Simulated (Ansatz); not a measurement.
Start from C in the diamond structure (space group Fd-3m, No. 227; a = 3.560 Å).

Modification: a hydrostatic pressure of 1.8 GPa.

All numbers come from Ansatz (a program for electronic structure) r2SCAN, spin-orbit coupling left out, earlier PAW set.

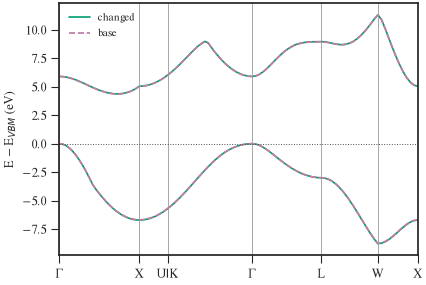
Figure. Highest valence and lowest conduction band along the path, each from its own valence-band maximum

From the figure, how large is the changed gap, and is it direct?

About 4.4 eV, indirect, Γ → Γ–X (71 % along).

Load acts through the strain it causes; cell and atoms are relaxed under it. Stability against distortions was not tested.
